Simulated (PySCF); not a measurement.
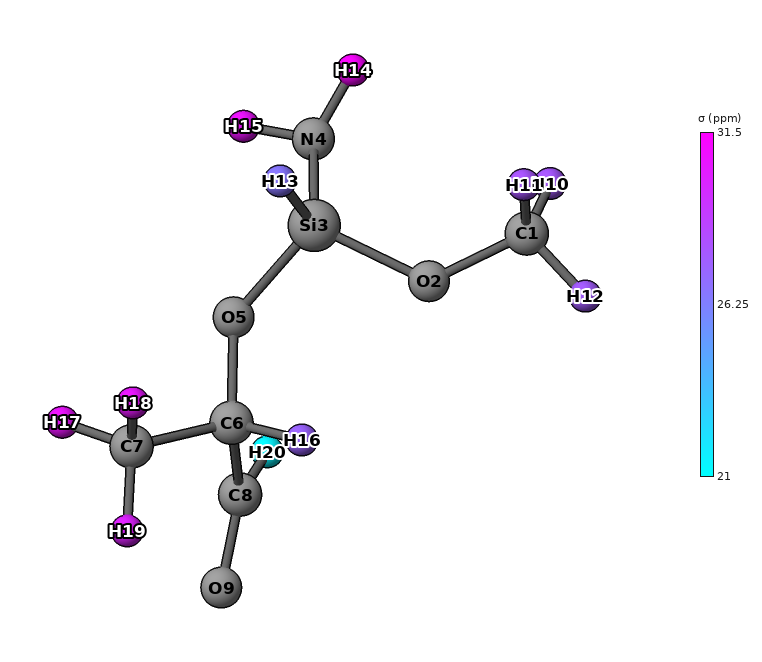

Atoms are coloured by their isotropic NMR shieldings (H only, the others grey). The geometry was computed by an optimisation with GFN2-xTB. No frequency run is at hand to confirm it as a minimum. Level of theory: GIAO PBE0/pcSseg-1 NMR shielding, non-relativistic, gas phase (PySCF 2.14.0).

Q: Which H atom is the most shielded (lowest chemical shift)?

A: H14 (31.24 ppm).

Q: Which H atom is the least shielded (highest chemical shift)?

A: H20 (21.43 ppm).

Q: How wide is the range of H shifts?

A: 9.81 ppm.

List the isotropic NMR shieldings of the H atoms.

| atom | σ (ppm) |
| --- | --- |
| H10 | 27.88 |
| H11 | 27.96 |
| H12 | 27.71 |
| H13 | 26.58 |
| H14 | 31.24 |
| H15 | 30.70 |
| H16 | 27.37 |
| H17 | 30.66 |
| H18 | 30.49 |
| H19 | 30.06 |
| H20 | 21.43 |

The geometry is semi-empirical. Around Si such bond lengths and angles can be off by a tenth of an ångström or more and by several degrees, and values that hang on the shape move with them.
